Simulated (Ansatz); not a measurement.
Input file:

```
crystal:
  periodic: [false, false, false]
  atoms:
    - {symbol: C, position_ang: [-0.541498, -1.044867, -0.879613]}
    - {symbol: C, position_ang: [-0.253031, -0.125206, 0.297920]}
    - {symbol: C, position_ang: [1.182567, -0.285556, 0.750219]}
    - {symbol: F, position_ang: [1.412192, 0.453492, 1.898979]}
    - {symbol: C, position_ang: [-0.568457, 1.320073, -0.022073]}
    - {symbol: F, position_ang: [0.181756, 1.748066, -1.107698]}
    - {symbol: H, position_ang: [-1.586671, -0.965989, -1.186026]}
    - {symbol: H, position_ang: [-0.345788, -2.088461, -0.623416]}
    - {symbol: H, position_ang: [0.077694, -0.783132, -1.740087]}
    - {symbol: H, position_ang: [-0.897376, -0.401381, 1.142181]}
    - {symbol: H, position_ang: [1.876397, 0.067413, -0.018446]}
    - {symbol: H, position_ang: [1.402572, -1.332454, 0.979061]}
    - {symbol: H, position_ang: [-0.329077, 1.970846, 0.822358]}
    - {symbol: H, position_ang: [-1.624279, 1.437855, -0.284558]}
basis:
  gaussian: {orbitals: def2-TZVPP}
hamiltonian: {xc: pbe0, dispersion: d4}
output: {orbitals: {seedname: orbitals}}
```

Command:

```sh
ansatz run in.yaml --threads 4 --pin off --events-out ev --progress --plain --max-ram 11315MiB
```

Geometry: PBE0-D4/def2-TZVP.

The calculation used Ansatz, RKS PBE0-D4/def2-TZVPP.

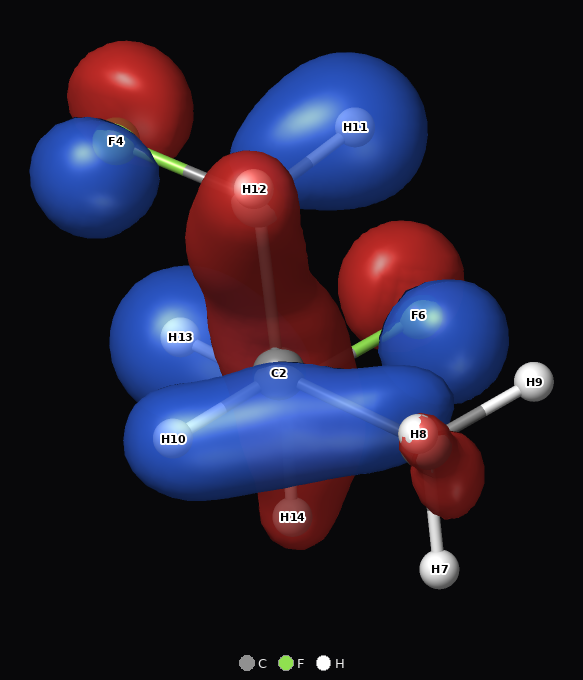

C4H8F2 (SMILES CC(CF)CF). The HOMO−1 at ±0.15 Å⁻³ᐟ² (red and blue are the two phases), seen at an oblique angle.

Where does this orbital lie, and at what energy?

Answer. By Hirshfeld shares it lies mainly on F6 (about 15 %), F4 (about 15 %), C2 (about 15 %), C3 (about 10 %), C5 (about 10 %) and H11 (about 5 %). Its energy is −9.27 eV.
